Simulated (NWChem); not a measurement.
# One shape, several levels: doublet NaLi+

We compute a comparison of 6 runs (U-revPBE/cc-pVTZ, UBLYP/cc-pVTZ, UM06-2X/cc-pVTZ, UM06-L/cc-pVTZ, UPBE0/cc-pVTZ, USVWN5/cc-pVTZ) of doublet NaLi+. 

Program for the calculation: NWChem 7.3.0.

## (1) Starting point

The species is NaLi+ (2 atoms), meant as a doublet with charge +1. As SMILES of the parent species, `[Li][Na]`. The bond length is the one measured for the parent species. That shape belongs to the parent species and isn't relaxed for this state.

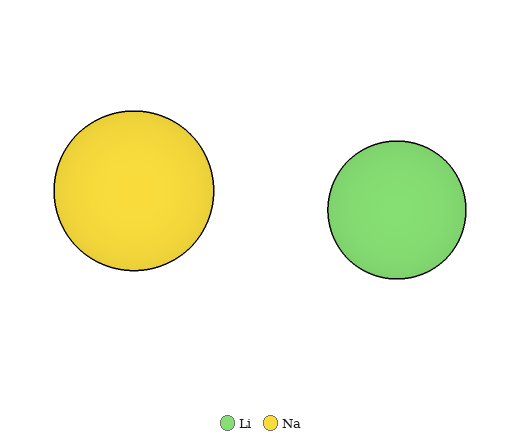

The structure, seen from a chosen angle (lithium green, sodium yellow).

## (2) The energy at U-revPBE/cc-pVTZ (run 1)

File run.py:

```python
from ase import Atoms
from ase.calculators.nwchem import NWChem

atoms = Atoms('LiNa', positions=[
    [0.000000, 0.000000, 0.000000],
    [0.000000, 0.000000, 2.810000],
])

calc = NWChem(
    label='mol',
    theory='dft',
    memory='2200 mb',
    basis='cc-pVTZ',
    basispar='spherical bse',
    charge=1,
    dft={'xc': 'revpbe cpbe96', 'mult': '2', 'grid': 'xfine', 'convergence': 'energy 1e-08', 'iterations': '100', 'mulliken': None},
    task='energy',
)
atoms.calc = calc

print("Total energy (eV):", round(atoms.get_potential_energy(), 6))
```

On the command line:

```sh
$ export ASE_NWCHEM_COMMAND="nwchem PREFIX.nwi > PREFIX.nwo"
$ python run.py
```

What it wrote:

```text
Total energy (eV): -4614.088287
```

The calculator wrote mol.nwi:

```
title "mol"

permanent_dir mol

scratch_dir mol

start mol

geometry units angstrom nocenter noautosym noautoz
  Li 0.0000000000000000e+00 0.0000000000000000e+00 0.0000000000000000e+00
  Na 0.0000000000000000e+00 0.0000000000000000e+00 2.8100000000000001e+00
end

charge 1

memory 2200 mb

basis spherical bse noprint
   * library cc-pVTZ
end

dft
  xc revpbe cpbe96
  mult 2
  grid xfine
  convergence energy 1e-08
  iterations 100
  mulliken
end

task dft energy
```

mol.nwo:

```text
Northwest Computational Chemistry Package (NWChem) 7.3.0
             --------------------------------------------------------

           Job information
           ---------------

    nwchem branch   = 7.3.0
    use scalapack   = T
    input           = mol.nwi
    prefix          = mol.
    data base       = mol/mol.db
    status          = startup
    nproc           =        1

           Memory information
           ------------------

    heap     =     72089596 doubles =      550.0 Mbytes
    stack    =     72089601 doubles =      550.0 Mbytes
    global   =    144179200 doubles =     1100.0 Mbytes (distinct from heap & stack)
    total    =    288358397 doubles =     2200.0 Mbytes
    verify   = yes
    hardfail = no

           Directory information
           ---------------------

  0 permanent = mol
  0 scratch   = mol

                                NWChem Input Module
                                -------------------

                                        mol
                                        ---

[... 21 lines left out ...]
            Nuclear Dipole moment (a.u.)
[... 40 lines left out ...]
  convergence criterion.
[... 16 lines left out ...]
          Convergence on density requested:  1.00D-05
[... 19 lines left out ...]
          Spatial weights used:  Erf1
[... 3 lines left out ...]
          Convergence aids based upon iterative change in
[... 72 lines left out ...]
         Total DFT energy =     -169.564618388519
[... 1 line left out ...]
           Coulomb energy =       87.401396733248
[... 1 line left out ...]
 Nuclear repulsion energy =        6.214537087897
[... 469 lines left out ...]
                     DFT Final Beta Molecular Orbital Analysis
[... 520 lines left out ...]
   alpha     51     52     53     54     55     56     57     58     59     60
    beta     52     51     53     54     56     55     57     59     58     60
 overlap   0.991  0.991  0.909  0.909  0.907  0.907  0.996  0.996  0.996  0.997

   alpha     61     62     63     64
    beta     61     62     63     64
 overlap   0.997  0.998  1.000  1.000

     --------------------------
     Expectation value of S2:
     --------------------------
      <S2> =      0.7500 (Exact =     0.7500)

 center of mass
 --------------
 x =   0.00000000 y =   0.00000000 z =   4.06850767

 moments of inertia (a.u.)
 ------------------
         151.575801946718           0.000000000000           0.000000000000
           0.000000000000         151.575801946718           0.000000000000
           0.000000000000           0.000000000000           0.000000000000

     Multipole analysis of the density
     ---------------------------------

     L   x y z        total         alpha         beta         nuclear
     -   - - -        -----         -----         ----         -------
     0   0 0 0      1.000000     -7.000000     -6.000000     14.000000

     1   1 0 0      0.000000      0.000000      0.000000      0.000000
[... 8 lines of this table left out ...]
     2   0 0 2     15.260786   -152.675920   -142.235584    310.172290

 Task  times  cpu:       15.3s     wall:       15.3s
 Total times  cpu:       15.3s     wall:       15.3s
```

Wall time 17 s (1 thread of AMD EPYC 7B13 (Zen 3), shared host); peak memory 0.11 GiB.

## (3) The energy at UBLYP/cc-pVTZ (run 2)

File calc.xyz:

```xyz
2
LiNa BLYP
Li     0.000000     0.000000     0.000000
Na     0.000000     0.000000     2.810000
```

File run.py:

```python
from ase.io import read
from ase.calculators.nwchem import NWChem

system = read('calc.xyz')

calc = NWChem(
    label='calc',
    theory='dft',
    memory='2200 mb',
    basis='cc-pVTZ',
    basispar='spherical bse',
    charge=1,
    dft={'xc': 'becke88 lyp', 'mult': '2', 'grid': 'xfine', 'convergence': 'energy 1e-08', 'iterations': '100', 'mulliken': None},
    task='energy',
)
system.calc = calc

print("Total energy (eV):", round(system.get_potential_energy(), 6))
```

On the command line:

```sh
$ export ASE_NWCHEM_COMMAND="nwchem PREFIX.nwi > PREFIX.nwo"
$ python run.py
```

What it wrote:

```text
Total energy (eV): -4615.11192
```

The calculator wrote calc.nwi:

```
title "calc"

permanent_dir calc

scratch_dir calc

start calc

geometry units angstrom nocenter noautosym noautoz
  Li 0.0000000000000000e+00 0.0000000000000000e+00 0.0000000000000000e+00
  Na 0.0000000000000000e+00 0.0000000000000000e+00 2.8100000000000001e+00
end

charge 1

memory 2200 mb

basis spherical bse noprint
   * library cc-pVTZ
end

dft
  xc becke88 lyp
  mult 2
  grid xfine
  convergence energy 1e-08
  iterations 100
  mulliken
end

task dft energy
```

calc.nwo:

```text
Northwest Computational Chemistry Package (NWChem) 7.3.0
             --------------------------------------------------------

           Job information
           ---------------

    nwchem branch   = 7.3.0
    use scalapack   = T
    input           = calc.nwi
    prefix          = calc.
    data base       = calc/calc.db
    status          = startup
    nproc           =        1

           Memory information
           ------------------

    heap     =     72089596 doubles =      550.0 Mbytes
    stack    =     72089601 doubles =      550.0 Mbytes
    global   =    144179200 doubles =     1100.0 Mbytes (distinct from heap & stack)
    total    =    288358397 doubles =     2200.0 Mbytes
    verify   = yes
    hardfail = no

           Directory information
           ---------------------

  0 permanent = calc
  0 scratch   = calc

                                NWChem Input Module
                                -------------------

                                       calc
                                       ----

[... 21 lines left out ...]
            Nuclear Dipole moment (a.u.)
[... 38 lines left out ...]
  convergence criterion.
[... 16 lines left out ...]
          Convergence on density requested:  1.00D-05
[... 18 lines left out ...]
          Spatial weights used:  Erf1
[... 3 lines left out ...]
          Convergence aids based upon iterative change in
[... 72 lines left out ...]
         Total DFT energy =     -169.602236191396
[... 1 line left out ...]
           Coulomb energy =       87.371288892955
[... 1 line left out ...]
 Nuclear repulsion energy =        6.214537087897
[... 467 lines left out ...]
                     DFT Final Beta Molecular Orbital Analysis
[... 518 lines left out ...]
   alpha     51     52     53     54     55     56     57     58     59     60
    beta     52     51     53     54     55     56     57     58     59     61
 overlap   0.987  0.987  0.875  0.876  0.874  0.874  0.998  0.998  0.998  0.987

   alpha     61     62     63     64
    beta     60     62     63     64
 overlap   0.987  0.999  1.000  1.000

     --------------------------
     Expectation value of S2:
     --------------------------
      <S2> =      0.7500 (Exact =     0.7500)

 center of mass
 --------------
 x =   0.00000000 y =   0.00000000 z =   4.06850767

 moments of inertia (a.u.)
 ------------------
         151.575801946718           0.000000000000           0.000000000000
           0.000000000000         151.575801946718           0.000000000000
           0.000000000000           0.000000000000           0.000000000000

     Multipole analysis of the density
     ---------------------------------

     L   x y z        total         alpha         beta         nuclear
     -   - - -        -----         -----         ----         -------
     0   0 0 0      1.000000     -7.000000     -6.000000     14.000000

     1   1 0 0      0.000000      0.000000     -0.000000      0.000000
[... 8 lines of this table left out ...]
     2   0 0 2     14.580362   -153.351991   -142.239937    310.172290

 Task  times  cpu:       15.0s     wall:       15.0s
 Total times  cpu:       15.1s     wall:       15.1s
```

Wall time 17 s (1 thread of AMD EPYC 7B13 (Zen 3), shared host); peak memory 0.11 GiB.

Runs 3 to 5 aren't shown in full; the table further down has their settings and results.

## (4) The energy at USVWN5/cc-pVTZ (run 6)

File lina.nw:

```
start lina
title "lithium sodium"
memory 2200 mb
charge 1

geometry noautosym nocenter noautoz
  Li     0.000000     0.000000     0.000000
  Na     0.000000     0.000000     2.810000
end

basis spherical bse
  Li library cc-pVTZ
  Na library cc-pVTZ
end

dft
  xc slater vwn_5
  mult 2
  grid xfine
  convergence energy 1e-08
  maxiter 100
  mulliken
end

task dft energy
```

On the command line:

```sh
$ nwchem lina.nw > lina.out
```

What it wrote:

```text
[...]
          Wavefunction type:  spin polarized.
          No. of atoms     :     2
          No. of electrons :    13
[...]
          Charge           :     1
          Spin multiplicity:     2
[...]
          AO basis - number of functions:    64
[...]
              XC Information
              --------------
                        Slater Exchange Functional  1.000 local
                      VWN V Correlation Functional  1.000 local
[...]
 d= 0,ls=0.0,diis     1   -168.5437739835 -1.75D+02  1.74D-02  2.35D-01     2.6
[...]
 d= 0,ls=0.0,diis     6   -168.6191946903 -8.43D-09  6.67D-07  9.18D-11     9.5
[...]
         Total DFT energy =     -168.619194690306
      One electron energy =     -246.991504746614
           Coulomb energy =       87.266781009397
    Exchange-Corr. energy =      -15.109008040986
 Nuclear repulsion energy =        6.214537087897
[...]
      Total Density - Mulliken Population Analysis
     ---------------------------------------------
    Atom       Charge   Shell Charges
 -----------   ------   -------------------------------------------------------
    1 Li   3     2.48   1.90  0.07  0.33  0.06  0.06  0.06 -0.01  0.00  0.00 -0.00
    2 Na  11    10.52   2.00  1.54  0.45  0.38  0.04  6.08 -0.02  0.04 -0.00  0.00  0.01  0.00
[...]
      <S2> =      0.7500 (Exact =     0.7500)
[...]
```

Run time: 10 s. Hardware: 1 thread of AMD EPYC 7B13 (Zen 3), shared host; peak memory 0.11 GiB.

## (5) Overview of the runs

```tsv
run	level	energy (Eh)	HOMO energy (eV)	LUMO energy (eV)	⟨S²⟩	wall time
1	U-revPBE/cc-pVTZ	-169.564618	-8.56	-6.96	0.750	17 s
2	UBLYP/cc-pVTZ	-169.602236	-8.46	-7.15	0.750	17 s
3	UM06-2X/cc-pVTZ	-169.570278	-9.73	-6.06	0.750	27 s
4	UM06-L/cc-pVTZ	-169.601817	-8.09	-5.20	0.750	30 s
5	UPBE0/cc-pVTZ	-169.485422	-9.31	-6.04	0.750	15 s
6	USVWN5/cc-pVTZ	-168.619195	-8.59	-7.33	0.750	10 s
```

## (6) Outcome

| quantity | value |
| --- | --- |
| run 6: total energy | -168.61919 Eh |
| run 6: HOMO energy (highest over α and β) | -8.59 eV |
| run 6: LUMO energy (lowest over α and β) | -7.33 eV |
| run 6: ⟨S²⟩ | 0.750 |

What this shows: Totals of different functionals can't be ranked against each other. All runs together took 1.9 min, the longest 30 s.
